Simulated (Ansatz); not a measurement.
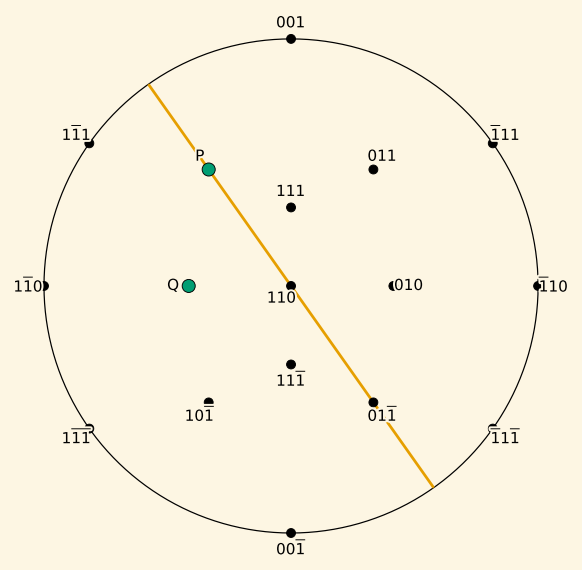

Crystal: HgRu, the end point of a relaxation with DFT PBE, scalar-relativistic, plane waves, PAW in Ansatz 0.2.0; the starting structure was generated, so it need not be a known form of this composition. Stereographic projection of plane normals (upper hemisphere) centred on (1 1 0). The drawing is computed from the coordinates (standard cell, symmetry found to 0.002 Å).

a = 6.016 Å, b = 6.016 Å, c = 6.016 Å, α = 90.00°, β = 90.00°, γ = 90.00°.

Q: Index the poles marked P, Q.

A: P is (1 0 1), 60.0° from the centre; Q is (1 0 0), 45.0° from the centre.

Q: Which zone does the coloured great circle trace?

A: The zone [1 −1 −1]: its poles satisfy h − k − l = 0.

Q: What is the angle between the normals of (1 0 0) and (1 −1 0), and what are their d_hkl = 1/|g|?

A: 45.0°; d = 6.016 Å and 4.254 Å.
